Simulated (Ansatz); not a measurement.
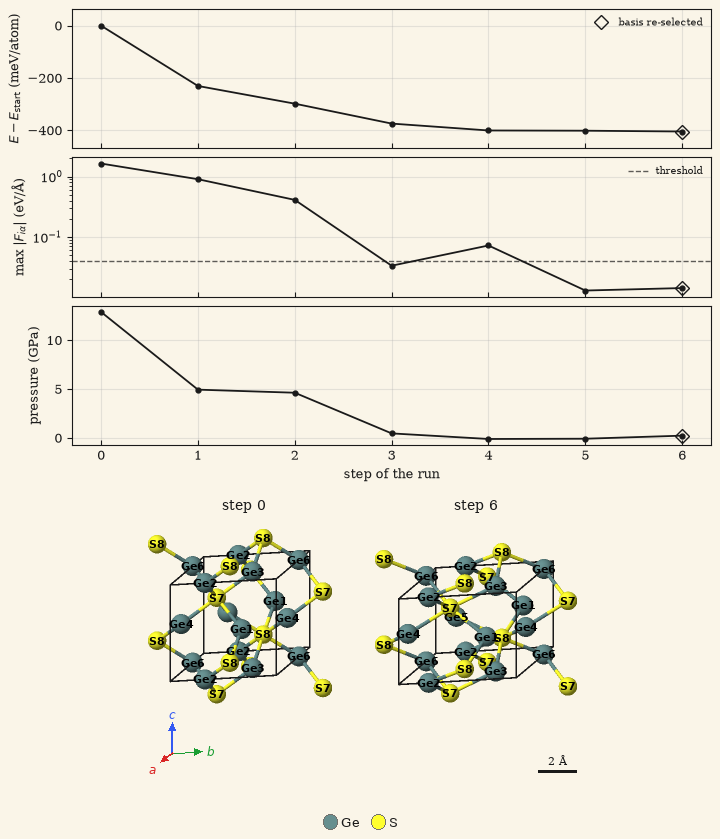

First and last geometry of a relaxation of a crystal of Ge3S (a generated structure, set up in P6_322) (coarse preliminary run), with the history of the run. Style: ball-and-stick. Shown: the cell of the calculation, slightly off an axis.

Method: DFT PBE, scalar-relativistic, plane waves, PAW in Ansatz 0.2.0. (plane-wave cutoff 420 eV; k-point mesh 3 × 3 × 4; occupations gaussian; smearing width 0.1 eV; no spin polarisation; cell and atoms relaxed; force threshold 0.04 eV/Å; at most 70 steps)

Did the run converge, and what did it change?

Answer. It converged. After 5 accepted moves (6 points after the start) the energy has fallen by 404 meV per atom. Largest force component: 1.6 eV/Å at the start, 0.014 eV/Å at the end. Pressure: 12.89 GPa at the start and 0.24 GPa at the end. The SCF was repeated once at an unchanged geometry on a basis and grid sized afresh for the cell, which shifted the energy by 3.1 meV per atom at most. The largest moves relative to the cell, 0.46 Å, are those of Ge1, Ge2, Ge3, Ge4, Ge5 and Ge6. Ge4 goes along +a. S stays in place. The drawn cell changes as follows: a = b 5.784 → 6.416 Å (+10.9 %), c 5.341 → 4.735 Å (−11.4 %); the volume changes by +9.1 %. Among the contacts that change: Ge1–S7 2.359 → 2.700 Å. Bond angles that change, for instance: Ge1–S8–Ge6 87.9° → 64.5°, S7–Ge6–S8 130.0° → 109.0°, Ge1–S8–Ge3 178.6° → 161.6°. The space group stays P6_322 (No. 182).

```
step  E − E(0), meV/atom  largest force component, eV/Å  pressure, GPa  volume, Å³/atom                      note
   0                0.00                         1.6391          12.89           19.347                          
   1             -230.27                         0.9028           4.94           20.148                          
   2             -297.92                         0.4108           4.63           20.151                          
   3             -373.96                         0.0335           0.47           21.136                          
   4             -400.32                         0.0724          -0.10           21.181                          
   5             -401.19                         0.0130          -0.08           21.100                          
   6             -404.26                         0.0143           0.24           21.100  same geometry, new basis
```
